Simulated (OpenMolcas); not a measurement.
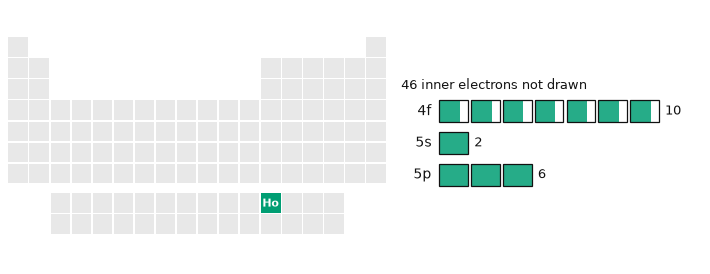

Left, the place of holmium in the periodic table; right, the outer shells of the leading configuration of the lowest level: a box for each of the 2l + 1 orbitals, shaded by the share of the shell that is filled, with the electron count at the right.

# Multiconfigurational calculation: Ho³⁺ complex (part 1 of 2)

Ho³⁺ with 6 ligands (Br; octahedron, 2.88 Å), neutralised by 6 outer point charges of +0.5 e, whose field is part of the energies. Computed at this level: state-averaged CASSCF, active space 10 electrons in the shell 4f, basis ANO-RCC-VDZP on the metal and ANO-RCC-VDZP on the ligands, DKH2 scalar Hamiltonian, spin-orbit coupling by RASSI with atomic mean-field integrals (OpenMolcas).

**Input file**
```
&GATEWAY
Coord
7

Ho 0.0 0.0 0.0
Br 2.880000 0.000000 0.000000
Br 0.000000 2.880000 0.000000
Br -2.880000 0.000000 0.000000
Br 0.000000 -2.880000 0.000000
Br 0.000000 0.000000 2.880000
Br 0.000000 0.000000 -2.880000
Basis=Ho.ANO-RCC-VDZP,Br.ANO-RCC-VDZP
Group=XYZ
NoMove
AngMom=0.0 0.0 0.0
AMFI
RICD
XField
3 Angstrom 0
6.080000 0.000000 0.000000 0.500000
0.000000 6.080000 0.000000 0.500000
0.000000 0.000000 6.080000 0.500000
&SEWARD
&RASSCF
FileOrb=start.orb
Symmetry=1
Spin=5
nActEl=10 0 0
Inactive=69 66
Ras2=0 7
CIRoot=35 35 1
SDav=35
CIMx=300
Iter=150 100
PrWF=0.3
OrbListing=Nothing
MaxOrb=0
LevShft=1.0
>>> COPY $Project.JobIph JOB001
&RASSCF
FileOrb=start.orb
Symmetry=1
Spin=3
nActEl=10 0 0
Inactive=69 66
Ras2=0 7
CIRoot=162 162 1
SDav=210
CIMx=300
Iter=150 100
PrWF=0.3
OrbListing=Nothing
MaxOrb=0
CIOnly
LevShft=1.0
>>> COPY $Project.JobIph JOB002
&RASSCF
FileOrb=start.orb
Symmetry=1
Spin=1
nActEl=10 0 0
Inactive=69 66
Ras2=0 7
CIRoot=162 162 1
SDav=196
CIMx=300
Iter=150 100
PrWF=0.3
OrbListing=Nothing
MaxOrb=0
CIOnly
LevShft=1.0
>>> COPY $Project.JobIph JOB003
&RASSI
NrOfJobIphs=3 30 106 31
1 2 3 4 5 6 7 8 9 10 11 12 13 14 15 16 17 18 19 20 21 22 23 24 25 26 27
28 29 30
1 2 3 4 5 6 7 8 9 10 11 12 13 14 15 16 17 18 19 20 21 22 23 24 25 26 27
28 29 30 31 32 33 34 35 36 37 38 39 40 41 42 43 44 45 46 47 48 49 50 51
52 53 54 55 56 57 58 59 60 61 62 63 64 65 66 67 68 69 70 71 72 73 74 75
76 77 78 79 80 81 82 83 84 85 86 87 88 89 90 91 92 93 94 95 96 97 98 99
100 101 102 103 104 105 106
1 2 3 4 5 6 7 8 9 10 11 12 13 14 15 16 17 18 19 20 21 22 23 24 25 26 27
28 29 30 31
IphNames
JOB001
JOB002
JOB003
EJob
SpinOrbit
DIPRint=1.0
SOCoupling=1000.0
Subsets=2
Property=9
'ANGMOM' 1 'ANGMOM' 2 'ANGMOM' 3 'MLTPL  1' 1 'MLTPL  1' 2 'MLTPL  1' 3
'AMFI' 1 'AMFI' 2 'AMFI' 3
SOProperty=3
'ANGMOM' 1 'ANGMOM' 2 'ANGMOM' 3
```

The file start.orb holds starting orbitals from an earlier step. A driver script formed the levels outside the program, from RASSI's spin-orbit matrix and the active-space energies, averaged over the components of each term or state.

Command:
```bash
OMP_NUM_THREADS=1 MOLCAS_MEM=2457 MOLCAS_PROJECT=a pymolcas a.inp > a.log  # once for each step of the input, in one work folder
```

**Output (extracts)**
```
--- SEWARD ---
Basis set label: HO.ANO-RCC...7S6P4D2F1G.

      Electronic valence basis set:
      ------------------
      Associated Effective Charge  67.000000 au
      Associated Actual Charge     67.000000 au
      Nuclear Model: Point charge

      Shell  nPrim  nBasis  Cartesian Spherical Contaminant
         s      25       7        X
         p      22       6        X
         d      15       4                 X
         f      11       2                 X
         g       4       1                 X
                  Relativistic Douglas-Kroll-Hess integrals:
                    - DKH order of Hamiltonian: 2
                    - DKH order of Properties : 0
                  Atomic mean-field integrals
--- RASSCF ---
Wave function specifications:
      -----------------------------

      Number of closed shell electrons         270
      Number of electrons in active shells      10
      Max number of holes in RAS1 space          0
      Max nr of electrons in RAS3 space          0
      Number of inactive orbitals              135
      Number of active orbitals                  7
      Number of secondary orbitals              88
      Spin quantum number                      2.0
      State symmetry                             1
Orbital specifications:
      -----------------------

      Symmetry species                           1   2
                                                ag  au
      Frozen orbitals                            0   0
      Inactive orbitals                         69  66
      Active orbitals                            0   7
      RAS1 orbitals                              0   0
      RAS2 orbitals                              0   7
      RAS3 orbitals                              0   0
      Secondary orbitals                        48  40
      Deleted orbitals                           0   0
      Number of basis functions                117 113
      Number of CSFs                            35
      Number of root(s) required                35
      Iter CI   SX   CI       RASSCF       Energy    max ROT     max BLB   max BLB  Level Ln srch  Step   QN
          iter iter root      energy       change     param      element    value   shift minimum  type update
 Nr of preliminary CI iterations:   1
      Total energies have been shifted. Add               -28000.00 au
        1   1   15    0  -231.52284071    0.00E+00  -4.20E-02   70  77 2  2.98E-01*  1.65   0.00    SX    NO
        2   1   16    0  -231.84050864   -3.18E-01* -3.97E-02   64  72 1  1.43E-01*  1.19   0.00    SX    NO
        3   1   15    0  -231.95555122   -1.15E-01* -2.82E-02   64  72 1  1.05E-01*  1.27   0.00    SX    NO
        4   1   14    0  -231.99406630   -3.85E-02* -2.02E-02   64  72 1  7.13E-02*  1.14   0.00    SX    NO
        5   1   14    0  -232.01018608   -1.61E-02*  3.19E-02   64  72 1  5.05E-02*  1.16   1.68    QN   YES
        6   1   13    0  -232.02104802   -1.09E-02*  8.85E-03   64  72 1  1.20E-02*  1.11   1.18    QN   YES
        7   1   13    0  -232.02216662   -1.12E-03* -4.24E-03   19  81 2 -5.82E-03*  1.11   1.56    QN   YES
        8   1   11    0  -232.02257714   -4.11E-04*  1.17E-03   19  81 2 -2.53E-03*  1.11   1.27    QN   YES
        9   1   10    0  -232.02263308   -5.59E-05* -5.86E-04   22  84 1 -1.10E-03*  1.11   1.34    QN   YES
       10   1   10    0  -232.02264515   -1.21E-05*  3.70E-04   22  84 1 -5.53E-04*  1.11   1.43    QN   YES
       11   1   10    0  -232.02264861   -3.46E-06*  1.96E-04   22  84 1 -2.62E-04*  1.11   1.39    QN   YES
       12   1    9    0  -232.02264953   -9.13E-07*  1.02E-04   22  84 1 -1.23E-04*  1.11   1.43    QN   YES
       13   1    8    0  -232.02264979   -2.61E-07* -4.41E-05   16  87 2  7.31E-05   1.11   1.40    QN   YES
       14   1    7    0  -232.02264986   -6.88E-08*  1.79E-05   64  72 1 -3.42E-05   1.11   1.32    QN   YES
       15   1    7    0  -232.02264987   -1.56E-08*  1.13E-05   64  72 1 -1.72E-05   1.11   1.34    QN   YES
       16   1    6    0  -232.02264988   -3.71E-09  -6.51E-06   16  87 2 -8.90E-06   1.11   1.75    QN   YES
      Convergence after 16 iterations
       17   1    6    0  -232.02264988   -8.59E-10  -6.51E-06   25  70 1 -4.29E-06   1.11   1.75    QN   YES
      Natural orbitals and occupation numbers for root  1
      sym 2:   1.838055   1.000000   1.161945   1.161945   1.161945   1.838055   1.838055
      Natural orbitals and occupation numbers for root  2
      sym 2:   1.672608   1.418918   1.310010   1.020136   1.428675   1.568690   1.580962
      Natural orbitals and occupation numbers for root  3
      sym 2:   1.738013   1.027675   1.251251   1.487953   1.408550   1.503522   1.583036
::    RASSCF root number  1 Total energy: -28232.10371987
::    RASSCF root number  2 Total energy: -28232.10354402
::    RASSCF root number  3 Total energy: -28232.10354402
::    RASSCF root number  4 Total energy: -28232.10354402
::    RASSCF root number  5 Total energy: -28232.10339961
::    RASSCF root number  6 Total energy: -28232.10339961
::    RASSCF root number  7 Total energy: -28232.10311680
::    RASSCF root number  8 Total energy: -28232.10311680
::    RASSCF root number  9 Total energy: -28232.10311680
::    RASSCF root number 10 Total energy: -28232.10307722
::    RASSCF root number 11 Total energy: -28232.10301413
::    RASSCF root number 12 Total energy: -28232.10301413
::    RASSCF root number 13 Total energy: -28232.10301413
::    RASSCF root number 14 Total energy: -28232.02283439
::    RASSCF root number 15 Total energy: -28232.02283439
::    RASSCF root number 16 Total energy: -28232.02283439
::    RASSCF root number 17 Total energy: -28232.02265325
::    RASSCF root number 18 Total energy: -28232.02253617
::    RASSCF root number 19 Total energy: -28232.02253617
::    RASSCF root number 20 Total energy: -28232.02253617
::    RASSCF root number 21 Total energy: -28232.02244923
::    RASSCF root number 22 Total energy: -28231.97704045
::    RASSCF root number 23 Total energy: -28231.97704045
::    RASSCF root number 24 Total energy: -28231.97704045
::    RASSCF root number 25 Total energy: -28231.97664611
::    RASSCF root number 26 Total energy: -28231.97664611
::    RASSCF root number 27 Total energy: -28231.97630671
::    RASSCF root number 28 Total energy: -28231.97630671
::    RASSCF root number 29 Total energy: -28231.97630671
::    RASSCF root number 30 Total energy: -28231.97583466
--- RASSCF ---
Wave function specifications:
      -----------------------------

      Number of closed shell electrons         270
      Number of electrons in active shells      10
      Max number of holes in RAS1 space          0
      Max nr of electrons in RAS3 space          0
      Number of inactive orbitals              135
      Number of active orbitals                  7
      Number of secondary orbitals              88
      Spin quantum number                      1.0
      State symmetry                             1
Orbital specifications:
      -----------------------

      Symmetry species                           1   2
                                                ag  au
      Frozen orbitals                            0   0
      Inactive orbitals                         69  66
      Active orbitals                            0   7
      RAS1 orbitals                              0   0
      RAS2 orbitals                              0   7
      RAS3 orbitals                              0   0
      Secondary orbitals                        48  40
      Deleted orbitals                           0   0
      Number of basis functions                117 113
      Number of CSFs                           210
      Number of root(s) required               162
      Iter CI   SX   CI       RASSCF       Energy    max ROT     max BLB   max BLB  Level Ln srch  Step   QN
          iter iter root      energy       change     param      element    value   shift minimum  type update
 Nr of preliminary CI iterations:   1
        1   1    0    0-28231.91311532    0.00E+00   0.00E+00   73  80 2 -9.53E-03*  0.00   0.00    SX    NO
      Natural orbitals and occupation numbers for root  1
      sym 2:   1.444439   1.425798   1.409211   1.425449   1.409823   1.441993   1.443287
      Natural orbitals and occupation numbers for root  2
      sym 2:   1.426638   1.437908   1.425530   1.420024   1.442149   1.432728   1.415023
      Natural orbitals and occupation numbers for root  3
      sym 2:   1.413205   1.425829   1.443959   1.433131   1.438975   1.419593   1.425307
::    RASSCF root number  1 Total energy: -28232.00731694
::    RASSCF root number  2 Total energy: -28232.00731694
::    RASSCF root number  3 Total energy: -28232.00731694
::    RASSCF root number  4 Total energy: -28232.00731643
::    RASSCF root number  5 Total energy: -28232.00731643
::    RASSCF root number  6 Total energy: -28232.00731643
::    RASSCF root number  7 Total energy: -28232.00724490
::    RASSCF root number  8 Total energy: -28232.00724177
::    RASSCF root number  9 Total energy: -28232.00724177
::    RASSCF root number 10 Total energy: -28232.00724177
::    RASSCF root number 11 Total energy: -28232.00723951
::    RASSCF root number 12 Total energy: -28232.00723951
::    RASSCF root number 13 Total energy: -28232.00722439
::    RASSCF root number 14 Total energy: -28232.00722439
::    RASSCF root number 15 Total energy: -28232.00722439
::    RASSCF root number 16 Total energy: -28231.98065096
::    RASSCF root number 17 Total energy: -28231.98065096
::    RASSCF root number 18 Total energy: -28231.98065096
::    RASSCF root number 19 Total energy: -28231.98064129
::    RASSCF root number 20 Total energy: -28231.98064129
::    RASSCF root number 21 Total energy: -28231.98064129
::    RASSCF root number 22 Total energy: -28231.98034667
::    RASSCF root number 23 Total energy: -28231.98034667
::    RASSCF root number 24 Total energy: -28231.98030873
::    RASSCF root number 25 Total energy: -28231.98030873
::    RASSCF root number 26 Total energy: -28231.98030873
::    RASSCF root number 27 Total energy: -28231.97043503
::    RASSCF root number 28 Total energy: -28231.97043503
::    RASSCF root number 29 Total energy: -28231.97036369
::    RASSCF root number 30 Total energy: -28231.97036369
--- RASSCF ---
Wave function specifications:
      -----------------------------

      Number of closed shell electrons         270
      Number of electrons in active shells      10
      Max number of holes in RAS1 space          0
      Max nr of electrons in RAS3 space          0
      Number of inactive orbitals              135
      Number of active orbitals                  7
      Number of secondary orbitals              88
      Spin quantum number                      0.0
      State symmetry                             1
Orbital specifications:
      -----------------------

      Symmetry species                           1   2
                                                ag  au
      Frozen orbitals                            0   0
      Inactive orbitals                         69  66
      Active orbitals                            0   7
      RAS1 orbitals                              0   0
      RAS2 orbitals                              0   7
      RAS3 orbitals                              0   0
      Secondary orbitals                        48  40
      Deleted orbitals                           0   0
      Number of basis functions                117 113
      Number of CSFs                           196
      Number of root(s) required               162
      Iter CI   SX   CI       RASSCF       Energy    max ROT     max BLB   max BLB  Level Ln srch  Step   QN
          iter iter root      energy       change     param      element    value   shift minimum  type update
 Nr of preliminary CI iterations:   1
        1   1    0    0-28231.83186656    0.00E+00   0.00E+00   73  80 2 -1.65E-02*  0.00   0.00    SX    NO
      Natural orbitals and occupation numbers for root  1
      sym 2:   1.706700   1.119073   1.273374   1.316075   1.273230   1.656956   1.654592
      Natural orbitals and occupation numbers for root  2
      sym 2:   1.751499   1.117800   1.313285   1.278701   1.608872   1.653058   1.276787
      Natural orbitals and occupation numbers for root  3
      sym 2:   1.653931   1.117826   1.277463   1.313352   1.277840   1.750671   1.608916
::    RASSCF root number  1 Total energy: -28231.94876380
::    RASSCF root number  2 Total energy: -28231.94876380
::    RASSCF root number  3 Total energy: -28231.94876380
::    RASSCF root number  4 Total energy: -28231.94868103
::    RASSCF root number  5 Total energy: -28231.94868103
::    RASSCF root number  6 Total energy: -28231.94860436
::    RASSCF root number  7 Total energy: -28231.94860436
::    RASSCF root number  8 Total energy: -28231.94860436
::    RASSCF root number  9 Total energy: -28231.94858530
::    RASSCF root number 10 Total energy: -28231.94858530
::    RASSCF root number 11 Total energy: -28231.94858530
::    RASSCF root number 12 Total energy: -28231.94850794
::    RASSCF root number 13 Total energy: -28231.94836309
::    RASSCF root number 14 Total energy: -28231.94836309
::    RASSCF root number 15 Total energy: -28231.94836309
::    RASSCF root number 16 Total energy: -28231.94834730
::    RASSCF root number 17 Total energy: -28231.94834730
::    RASSCF root number 18 Total energy: -28231.93124976
::    RASSCF root number 19 Total energy: -28231.93124976
::    RASSCF root number 20 Total energy: -28231.93124976
::    RASSCF root number 21 Total energy: -28231.93075116
::    RASSCF root number 22 Total energy: -28231.93075116
::    RASSCF root number 23 Total energy: -28231.91815778
::    RASSCF root number 24 Total energy: -28231.91780901
::    RASSCF root number 25 Total energy: -28231.91780901
::    RASSCF root number 26 Total energy: -28231.91780901
::    RASSCF root number 27 Total energy: -28231.91754538
::    RASSCF root number 28 Total energy: -28231.91754538
::    RASSCF root number 29 Total energy: -28231.91711385
::    RASSCF root number 30 Total energy: -28231.91711385
```

(Continued in part 2.) Outcome of the run: converged.
